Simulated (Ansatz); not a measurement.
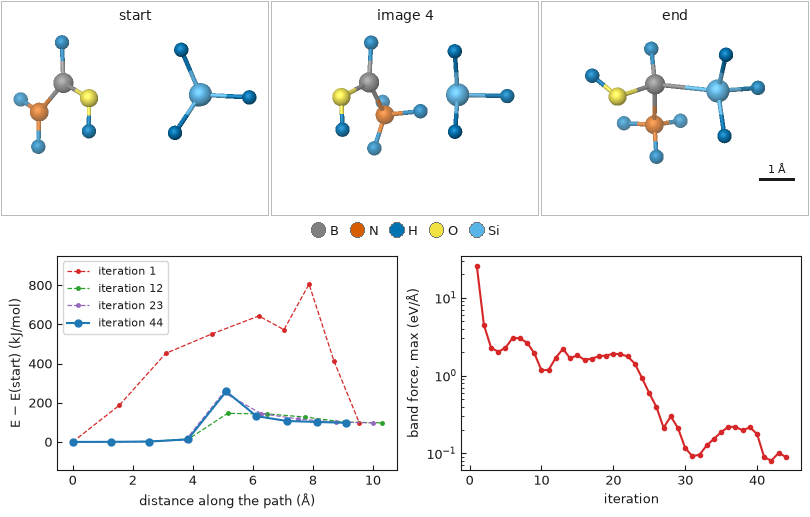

A search for the minimum-energy path of BSiNH8O, made up at the start of BNH$_{4}$O and SiH₄ by the nudged elastic band. Images are numbered from 0 (start) to 8 (end). The plot follows the band through its iterations. Style: ball-and-stick. Shown from a free direction.

Theory: RKS B3LYP/6-31G* (Ansatz). Run with 7 movable images; climbing image; force threshold 0.05 eV/Å; iteration limit 44; starting path through a guess of the saddle point.

Question: Did the band converge, and can the barrier be trusted?

Answer: The result isn't final. The band hadn't converged when the run stopped after 44 iterations. The largest component of the band force went from 26 to 0.09 eV/Å. The barrier read from it is provisional, though the highest image hardly moved in the last two iterations. The first iteration put the highest image at 805.4 kJ/mol. Forward barrier 257.5 kJ/mol, backward barrier 160.0 kJ/mol, with image 4 at the top; the reaction energy is +97.5 kJ/mol.

Limits of the set-up: the start holds two separate molecules, 2.9 Å apart at their closest, whose relative position is a soft coordinate and is computed without a dispersion correction.

Cost: 16 min on 1 thread of Arm Neoverse V2 (shared host), peak memory 0.17 GiB.
